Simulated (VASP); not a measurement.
Band structure of AlGa3 (space group I4/mmm). Level of theory: PBEsol GGA, VASP's PBE PAW potentials (set 64) (plane waves; VASP).

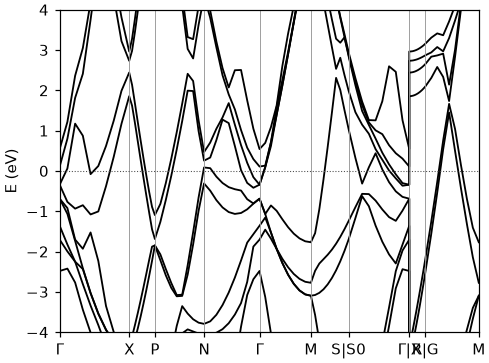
Figure. Bands along high-symmetry lines, zero at the valence-band maximum or, without a gap, the Fermi level

Problem. Read the plot: is there a gap, and where are the band edges?

Solution. It has no gap at this level: it comes out as a metal or semimetal. (Edges off the drawn lines would not show.)

The structure comes from a computed database's AlGa3 entry (I4/mmm); how it stands against other phases isn't given here. It was relaxed first.
